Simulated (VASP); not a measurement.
Band structure of Ni (fcc). These are optB88-vdW, VASP's PBE PAW potentials (set 64) (plane waves; VASP) values and carry that method's errors.

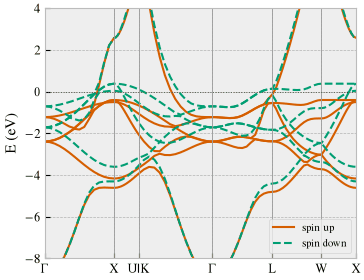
Fig. 1. Bands along high-symmetry lines, zero at the valence-band maximum or, without a gap, the Fermi level

Q: Read the plot: is there a gap, and where are the band edges?

A: It has no gap at this level: it comes out as a metal or semimetal. (Edges off the drawn lines would not show.)

The compound is Ni in the fcc structure. It was relaxed first.
